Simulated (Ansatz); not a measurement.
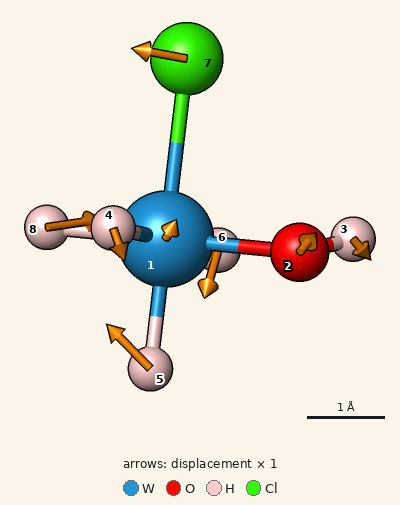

A relaxation of WH5OCl. The starting structure is drawn; orange arrows show the displacements, at their true length. The two geometries are superimposed by the best rigid fit.

The picture is a ball-and-stick view, seen face on.

The run prepares the start of a later molecular dynamics calculation, from a guessed geometry.

Method: RHF/def2-SVP in Ansatz. (no spin polarisation; force threshold 0.02 eV/Å; at most 40 steps)

Question: What did the optimiser do to the structure, and how much energy did it gain?

Answer: H8 moves most after the best rigid fit: 0.89 Å. Largest moves by element: H 0.89 Å, Cl 0.79 Å, O 0.49 Å, W 0.35 Å. Near-neighbour distances that change, for instance: W1–O2 1.940 → 1.869 Å, W1–H6 1.720 → 1.651 Å, O2–H3 1.010 → 0.945 Å, W1–Cl7 2.390 → 2.326 Å. Bond angles that change, for instance: H4–W1–H6 180.0° → 119.4°, H5–W1–Cl7 180.0° → 130.2°, O2–W1–H8 180.0° → 134.0°. The energy falls by 4.344 eV in 14 geometry steps. The largest force component goes from 5.1 to 0.013 eV/Å.

Limits of the set-up: Hartree-Fock leaves out electron correlation.
